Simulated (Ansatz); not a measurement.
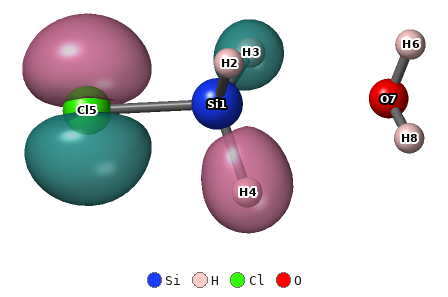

ClH₃Si···H₂O. The HOMO−1 at ±0.15 Å⁻³ᐟ² (teal and pink are the two phases), seen at a tilt.

The reactant side of a reaction path; geometry: PBE0-D4/def2-TZVP.

These are results of RKS PBE0-D4/def2-TZVPP in Ansatz, not measurements.

Input file:

```
crystal:
  periodic: [false, false, false]
  atoms:
    - {symbol: Si, position_ang: [-0.648437, -0.037553, -0.785477]}
    - {symbol: H, position_ang: [0.518586, 0.802131, -1.133535]}
    - {symbol: H, position_ang: [-0.294946, -1.459434, -0.605341]}
    - {symbol: H, position_ang: [-1.433675, 0.518714, 0.335597]}
    - {symbol: Cl, position_ang: [-1.898510, 0.035563, -2.441896]}
    - {symbol: H, position_ang: [1.866451, -0.355738, 1.254214]}
    - {symbol: O, position_ang: [0.943505, -0.159232, 1.433888]}
    - {symbol: H, position_ang: [0.947027, 0.655549, 1.942550]}
basis:
  gaussian: {orbitals: def2-TZVPP}
hamiltonian: {xc: pbe0, dispersion: d4}
output: {orbitals: {seedname: orbitals}}
```

Run with:

```sh
ansatz run in.yaml --threads 2 --pin off --events-out ev --progress --plain --max-ram 4352MiB
```

> What is the character of this orbital?

Its weight (Hirshfeld) is mainly on Cl5 (about 70 %), Si1 (about 15 %) and H4 (about 10 %); largely a lone pair of Cl5. Its energy is −8.48 eV.
